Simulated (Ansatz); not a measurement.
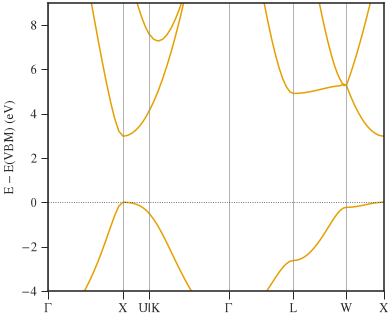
Figure. Band structure from the program Ansatz at the PBE level (PAW)

Task: Read off the gap and where the band edges lie.

Result: About 3.0 eV (2.98 eV by a search for the band edges); maximum at X, minimum at X.

The material is LiH (rock salt, Fm-3m).

The PBE relaxation kept the symmetry of its start; phonons on a q-mesh show no instability.

Potentials: the later of the program's two PAW sets.
